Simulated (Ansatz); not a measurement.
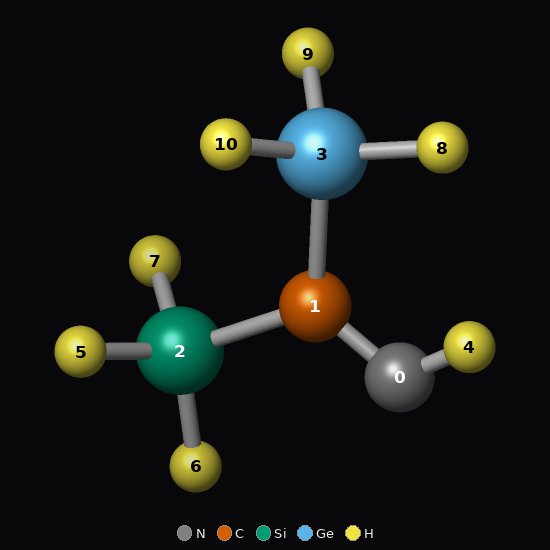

Starting geometry of the run. Atoms are numbered from 0, in the order of the input.

Ansatz 0.2.0 input:

```yaml
crystal:
  periodic: [false, false, false]
  atoms:
    - {symbol: N, position_ang: [-0.299176, 1.812687, -0.139420]}
    - {symbol: C, position_ang: [-0.039464, 0.573205, -0.008655]}
    - {symbol: Si, position_ang: [1.490235, 0.110730, 1.007327]}
    - {symbol: Ge, position_ang: [-1.170596, -0.842549, -0.822161]}
    - {symbol: H, position_ang: [-1.141164, 1.981013, -0.699724]}
    - {symbol: H, position_ang: [1.058568, -0.742618, 2.147633]}
    - {symbol: H, position_ang: [2.180685, 1.328084, 1.494081]}
    - {symbol: H, position_ang: [2.396271, -0.703914, 0.152623]}
    - {symbol: H, position_ang: [-2.318712, -0.113759, -1.545455]}
    - {symbol: H, position_ang: [-0.358360, -1.679356, -1.824154]}
    - {symbol: H, position_ang: [-1.732888, -1.780526, 0.258607]}
basis:
  gaussian: {orbitals: def2-TZVPP}
hamiltonian: {xc: {name: B2PLYP}}
```

Command:

```sh
ansatz run in.yaml --threads 4 --pin off --events-out ev --progress --plain --max-ram 10444MiB
```

Result:

```
Functional definition: B2PLYP
  name "B2PLYP"
  cite "Grimme, J. Chem. Phys. 124, 034108 (2006) doi:10.1063/1.2148954"
  cite "Becke, Phys. Rev. A 38, 3098 (1988) doi:10.1103/PhysRevA.38.3098"
  cite "Lee, Yang & Parr, Phys. Rev. B 37, 785 (1988) doi:10.1103/PhysRevB.37.785"
  parameter a = 0.53
  parameter c = 0.27
  exchange = (1 - a)*b88_x + a*exact_x
  correlation = (1 - c)*lyp_c + c*(mp2_os + mp2_ss)
1482 factors; integrals over basis functions are off by at most 8.1e-4 eV
mean field evaluation 1: about -67010.5820 eV, gradient 4.3e1 eV
mean field evaluation 2: about -67010.7047 eV, gradient 4.3e1 eV
mean field evaluation 4: about -67014.4550 eV, gradient 5.8e0 eV
mean field evaluation 8: about -67014.5426 eV, gradient 3.5e-1 eV
mean field evaluation 16: about -67014.5431 eV, gradient 1.2e-4 eV
mean field -67014.54311288 eV, -2462.7390353094 hartree, gradient 1.3e-6 eV, S^2 0.000000; 0 other end points of the search recorded, 0 dependent functions left out
16 core orbitals not correlated: weight in the atoms' cores, before any rotation towards them, 1.000 or more for the frozen orbitals, at most 0.000 for the correlated occupied ones
reference -67014.54329884 eV, -2462.7390421435 hartree; 17, 17 occupied and 217, 217 virtual orbitals, 1482 factors
second order -25.19742236 eV of doubles, -0.00000000 eV of singles
Total energy: -67021.34660288 eV, -2462.9890589555 hartree
```
